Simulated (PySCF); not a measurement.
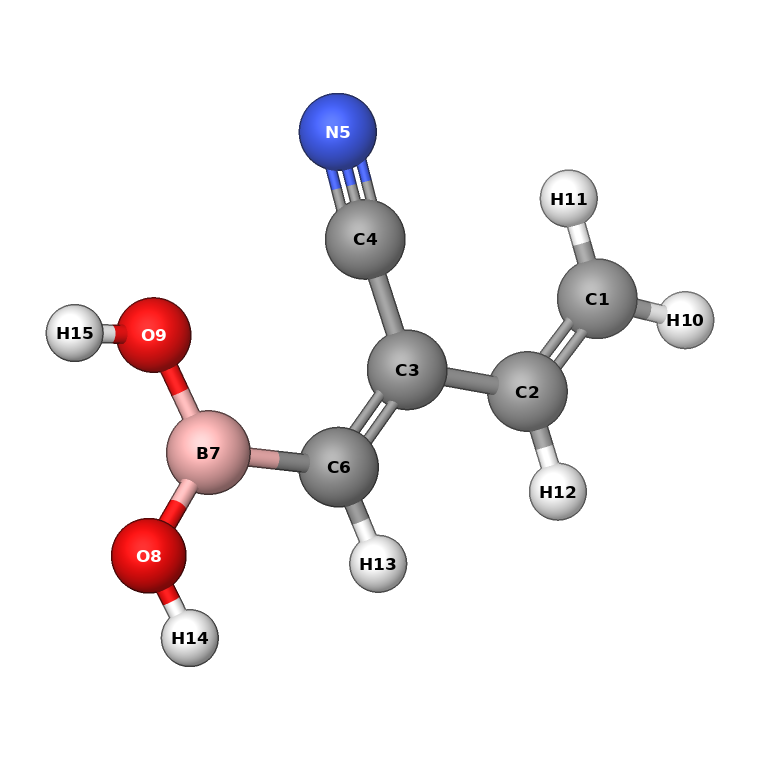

The computed structure is the end point of a GFN2-xTB optimisation. No frequency run is at hand to confirm it as a minimum. Electric field gradients from the ground-state density, B3LYP/pcJ-1 (PySCF 2.14.0), non-relativistic apart from any core potentials.

Give the largest field-gradient component, the quadrupole coupling constant and the asymmetry for 14N at N5 (Q = 20.44 mb), 11B at B7 (Q = 40.59 mb), 17O at O8 (Q = −25.6 mb), 17O at O9 (Q = −25.6 mb), 2H at H10 (Q = 2.86 mb), 2H at H11 (Q = 2.86 mb), 2H at H12 (Q = 2.86 mb), 2H at H13 (Q = 2.86 mb).

```csv
atom,V_zz (a.u.),e²qQ/h (MHz),η
N5,−0.983,−4.72,0.10
B7,0.302,2.88,0.35
O8,1.425,−8.57,0.16
O9,1.406,−8.46,0.06
H10,0.324,0.218,0.05
H11,0.315,0.212,0.06
H12,0.309,0.208,0.09
H13,0.306,0.206,0.08
```

The geometry is semi-empirical. Around B such bond lengths and angles can be off by a tenth of an ångström or more and by several degrees, and values that hang on the shape move with them.
